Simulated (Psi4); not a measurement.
# Single-point calculation of SiH3O2

SiH3O2, multiplicity 2, computed with CAM-B3LYP/cc-pCVDZ, UKS (Psi4 1.11).

The geometry comes from this level: PBE0-D4/def2-TZVP.

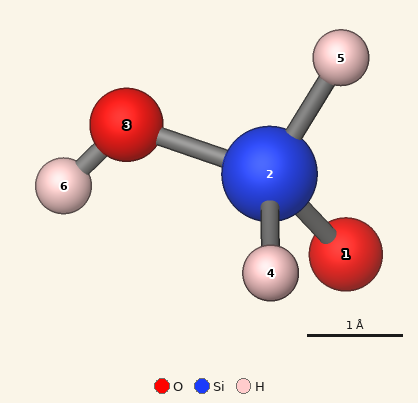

Fig. 1: The structure (ball-and-stick view, seen at a tilt; atoms are numbered from 1 in the order of the input). Bond lengths as drawn: H–O 0.96 Å, H–Si 1.48 to 1.49 Å and O–Si 1.63 to 1.65 Å.

Input (job.in)
```
memory 1.6 GB

molecule mol {
  0 2
  O     -1.671900    -0.490300     0.111200
  Si    -0.205500     0.160400    -0.263400
  O      0.949700     0.110200     0.888500
  H      0.117000    -0.700300    -1.441700
  H     -0.353500     1.594200    -0.594000
  H      1.206400    -0.738300     1.253100
  symmetry c1
}

set globals {
  basis                cc-pCVDZ
  reference            uks
  puream               true
  scf_type             pk
  dft_radial_points    99
  dft_spherical_points 590
  maxiter              150
}

result, w = energy("cam-b3lyp", return_wfn=True)
```

Launch command:
```bash
psi4 -n 1 job.in job.out
```

Log
```
Psi4 1.11 release

   => Loading Basis Set <=

    Name: CC-PCVDZ
    Role: ORBITAL
    Keyword: BASIS

         ---------------------------------------------------------
                                   SCF
                              UKS Reference
                        1 Threads,   1525 MiB Core
         ---------------------------------------------------------

  ==> Geometry <==

    Molecular point group: c1
    Full point group: C1

    Geometry (in Angstrom), charge = 0, multiplicity = 2:

       Center              X                  Y                   Z               Mass
    ------------   -----------------  -----------------  -----------------  -----------------
         O           -1.412759875940    -0.467513125974    -0.013141024275    15.994914619570
         SI           0.053640124060     0.183186874026    -0.387741024275    27.976926534650
         O            1.208840124060     0.132986874026     0.764158975725    15.994914619570
         H            0.376140124060    -0.677513125974    -1.566041024275     1.007825032230
         H           -0.094359875940     1.616986874026    -0.718341024275     1.007825032230
         H            1.465540124060    -0.715513125974     1.128758975725     1.007825032230

  Running in c1 symmetry.

  Rotational constants: A =      0.90392  B =      0.24532  C =      0.20984 [cm^-1]
  Rotational constants: A =  27098.87936  B =   7354.54608  C =   6290.94346 [MHz]
  Nuclear repulsion =  110.735256126197982

  Charge       = 0
  Multiplicity = 2
  Electrons    = 33
  Nalpha       = 17
  Nbeta        = 16

  ==> Algorithm <==

  SCF Algorithm Type is PK.
  DIIS enabled.
  MOM disabled.
  Fractional occupation disabled.
  Guess Type is SAD.
  Energy threshold   = 1.00e-06
  Density threshold  = 1.00e-06
  Integral threshold = 1.00e-12

  ==> Primary Basis <==

  Basis Set: CC-PCVDZ
    Blend: CC-PCVDZ
    Number of shells: 36
    Number of basis functions: 78
    Number of Cartesian functions: 82
    Spherical Harmonics?: true
    Max angular momentum: 2

  ==> DFT Potential <==

   => LibXC <=

    Version 7.1.2

   => Composite Functional: CAM-B3LYP <=

    CAM-B3LYP Hyb-GGA Exchange-Correlation Functional

    Deriv               =              1
    GGA                 =           TRUE
    Meta                =          FALSE

    Exchange Hybrid     =           TRUE
    MP2 Hybrid          =          FALSE

   => Exchange Functionals <=

    0.3500         Becke 88 [omega = 0.3300]
    0.4600   Short-range recipe for B88 functional - erf [omega = 0.3300]

   => Exact (HF) Exchange <=

    0.4600            HF,LR [omega = 0.3300]
    0.1900               HF

   => Correlation Functionals <=

    0.1900   Vosko, Wilk & Nusair (VWN5)
    0.8100   Lee, Yang & Parr

   => LibXC Density Thresholds  <==

    XC_HYB_GGA_XC_CAM_B3LYP:  1.00E-14

   => Molecular Quadrature <=

    Radial Scheme          =       TREUTLER
    Pruning Scheme         =           NONE
    Nuclear Scheme         =       TREUTLER

    Blocking Scheme        =         OCTREE
    BS radius alpha        =              1
    Pruning alpha          =              1
    Radial Points          =             99
    Spherical Points       =            590
    Total Points           =         335269
    Total Blocks           =           2450
    Max Points             =            256
    Max Functions          =             74
    Weights Tolerance      =       1.00E-15

  ==> Integral Setup <==

  Using in-core PK algorithm.
   Calculation information:
      Number of atoms:                   6
      Number of AO shells:              36
      Number of primitives:            116
      Number of atomic orbitals:        82
      Number of basis functions:        78

      Integral cutoff                 1.00e-12
      Number of threads:                 1

  Performing in-core PK
  Using 14243463 doubles for integral storage.
  We computed 203206 shell quartets total.
  Whereas there are 222111 unique shell quartets.

  Computing range-separated integrals for PK
  We computed 203206 wK shell quartets total.
  Whereas there are 222111 wK unique shell quartets.

  ==> DiskJK: Disk-Based J/K Matrices <==

    J tasked:                  Yes
    K tasked:                  Yes
    wK tasked:                 Yes
    Omega:               3.300E-01
    Memory [MiB]:              564
    Schwarz Cutoff:          1E-12

  Cached 100.0% of DFT collocation blocks in 0.566 [GiB].

  Minimum eigenvalue in the overlap matrix is 1.9122349279E-02.
  Reciprocal condition number of the overlap matrix is 4.9090976253E-03.
    Using symmetric orthogonalization.

  ==> Pre-Iterations <==

  SCF Guess: Superposition of Atomic Densities via on-the-fly atomic UHF (no occupation information).

   -------------------------
    Irrep   Nso     Nmo
   -------------------------
     A         78      78
   -------------------------
    Total      78      78
   -------------------------

  ==> Iterations <==

                        Total Energy        Delta E     RMS |[F,P]|

   @UKS iter SAD:  -440.92785830471513   -4.40928e+02   0.00000e+00
   @UKS iter   1:  -441.36613758881026   -4.38279e-01   1.10812e-02 ADIIS/DIIS
   @UKS iter   2:  -440.92774340396249    4.38394e-01   1.72986e-02 ADIIS/DIIS
   @UKS iter   3:  -441.67331461088770   -7.45571e-01   2.02674e-03 ADIIS/DIIS
   @UKS iter   4:  -441.68197286265968   -8.65825e-03   1.65864e-03 ADIIS/DIIS
   @UKS iter   5:  -441.69006662887097   -8.09377e-03   4.49805e-04 ADIIS/DIIS
   @UKS iter   6:  -441.69188076758303   -1.81414e-03   1.77616e-04 ADIIS/DIIS
   @UKS iter   7:  -441.69246155061518   -5.80783e-04   5.51346e-05 DIIS
   @UKS iter   8:  -441.69250665277997   -4.51022e-05   3.48070e-05 DIIS
   @UKS iter   9:  -441.69252617291448   -1.95201e-05   1.62395e-05 DIIS
   @UKS iter  10:  -441.69253855325462   -1.23803e-05   1.35506e-05 DIIS
   @UKS iter  11:  -441.69255487810068   -1.63248e-05   1.06656e-05 DIIS
   @UKS iter  12:  -441.69257098694823   -1.61088e-05   8.29746e-06 DIIS
   @UKS iter  13:  -441.69258107057067   -1.00836e-05   6.44752e-06 DIIS
   @UKS iter  14:  -441.69259105068420   -9.98011e-06   3.33047e-06 DIIS
   @UKS iter  15:  -441.69259362131424   -2.57063e-06   8.05050e-07 DIIS
   @UKS iter  16:  -441.69259365373335   -3.24191e-08   3.21641e-07 DIIS
  Energy and wave function converged.

  ==> Post-Iterations <==

   Electrons on quadrature grid:
      Nalpha   =   17.0000001239 ; deviation = 1.239e-07
      Nbeta    =   16.0000001095 ; deviation = 1.095e-07
      Ntotal   =   33.0000002334 ; deviation = 2.334e-07

   @Spin Contamination Metric:   3.995007498E-03
   @S^2 Expected:                7.500000000E-01
   @S^2 Observed:                7.539950075E-01
   @S   Expected:                5.000000000E-01
   @S   Observed:                5.000000000E-01

    Orbital Energies [Eh]
    ---------------------

    Alpha Occupied:

       1A    -66.228521     2A    -19.258244     3A    -19.221403
       4A     -5.394376     5A     -3.753410     6A     -3.752204
       7A     -3.750533     8A     -1.104039     9A     -1.069769
      10A     -0.651720    11A     -0.553593    12A     -0.502610
      13A     -0.478121    14A     -0.457081    15A     -0.415864
      16A     -0.401877    17A     -0.386589

    Alpha Virtual:

      18A      0.076794    19A      0.098183    20A      0.136940
      21A      0.162957    22A      0.167245    23A      0.300359
      24A      0.317685    25A      0.389054    26A      0.414334
      27A      0.448242    28A      0.465294    29A      0.489233
      30A      0.554268    31A      0.692232    32A      0.774806
      33A      0.844612    34A      0.880880    35A      1.012112
      36A      1.045862    37A      1.079627    38A      1.098840
      39A      1.114932    40A      1.195138    41A      1.364585
      42A      1.404847    43A      1.445111    44A      1.512087
      45A      1.606867    46A      1.645865    47A      1.720373
      48A      1.826349    49A      1.934983    50A      2.034222
      51A      2.185670    52A      2.619005    53A      2.627772
      54A      2.685056    55A      2.756782    56A      2.856087
      57A      2.902215    58A      2.971230    59A      3.054467
      60A      3.135236    61A      3.684082    62A      6.547366
      63A      6.602114    64A      6.833988    65A      9.758717
      66A      9.764816    67A      9.771870    68A      9.774657
      69A      9.777712    70A     10.883898    71A     33.060577
      72A     33.194998    73A     37.868754    74A     37.912601
      75A     37.937568    76A     37.959661    77A     38.007135
      78A     38.520932

    Beta Occupied:

       1A    -66.228861     2A    -19.235197     3A    -19.221597
       4A     -5.394773     5A     -3.753863     6A     -3.752603
       7A     -3.751059     8A     -1.102044     9A     -1.004914
      10A     -0.648073    11A     -0.539083    12A     -0.472714
      13A     -0.459861    14A     -0.416307    15A     -0.391837
      16A     -0.379224

    Beta Virtual:

      17A     -0.116907    18A      0.078262    19A      0.100682
      20A      0.141731    21A      0.167165    22A      0.181574
      23A      0.301994    24A      0.321364    25A      0.391432
      26A      0.414055    27A      0.456000    28A      0.470460
      29A      0.493593    30A      0.560923    31A      0.693298
      32A      0.782012    33A      0.849624    34A      0.891031
      35A      1.040906    36A      1.056694    37A      1.093792
      38A      1.113315    39A      1.148082    40A      1.199963
      41A      1.370289    42A      1.415318    43A      1.446837
      44A      1.518794    45A      1.616549    46A      1.655504
      47A      1.744457    48A      1.830829    49A      1.943277
      50A      2.042623    51A      2.186416    52A      2.669784
      53A      2.699550    54A      2.718171    55A      2.818194
      56A      2.865752    57A      2.913774    58A      2.973758
      59A      3.079358    60A      3.139073    61A      3.683879
      62A      6.547286    63A      6.601926    64A      6.833905
      65A      9.758466    66A      9.764576    67A      9.771627
      68A      9.774396    69A      9.777453    70A     10.883486
      71A     33.085173    72A     33.199494    73A     37.906469
      74A     37.923177    75A     37.943709    76A     37.970524
      77A     38.011326    78A     38.520850

    Final Occupation by Irrep:
              A
    DOCC [    16 ]
    SOCC [     1 ]
    NA   [    17 ]
    NB   [    16 ]

  @UKS Final Energy:  -441.69259365373335

   => Energetics <=

    Nuclear Repulsion Energy =            110.7352561261979815
    One-Electron Energy =                -830.4799214326275205
    Two-Electron Energy =                 307.4441776424334307
    DFT Exchange-Correlation Energy =     -29.3921059897372956
    Empirical Dispersion Energy =           0.0000000000000000
    VV10 Nonlocal Energy =                  0.0000000000000000
    Total Energy =                       -441.6925936537333541

  UHF NO Occupations:
  HONO-2 :   15  A 1.9995484
  HONO-1 :   16  A 1.9990141
  HONO-0 :   17  A 1.0000000
  LUNO+0 :   18  A 0.0009859
  LUNO+1 :   19  A 0.0004516
  LUNO+2 :   20  A 0.0003340
  LUNO+3 :   21  A 0.0001516

Computation Completed

Properties will be evaluated at   0.000000,   0.000000,   0.000000 [a0]

Properties computed using the SCF density matrix

 Multipole Moments:

 ------------------------------------------------------------------------------------
     Multipole            Electronic (a.u.)      Nuclear  (a.u.)        Total (a.u.)
 ------------------------------------------------------------------------------------

 L = 1.  Multiply by 2.5417464519 to convert [e a0] to [Debye]
 Dipole X            :         -1.0698737            1.6382491            0.5683754
 Dipole Y            :         -0.4828553            0.2123426           -0.2705127
 Dipole Z            :          1.0630600           -1.0882060           -0.0251460
 Magnitude           :                                                    0.6299683

 ------------------------------------------------------------------------------------

	total time  =         62 seconds =       1.03 minutes

    Psi4 run time: 0:01:02.35
```

Results in brief

- outcome: converged
- total energy: −441.692594 hartree
- basis functions: 78
- ⟨S²⟩: 0.754
- dipole moment: 1.60 D
- hardware: 1 thread of Intel Xeon @ 2.50GHz (Skylake/Cascade Lake), 189 GiB of memory available, shared host
- wall time: 66 s
- peak memory: 1 GiB
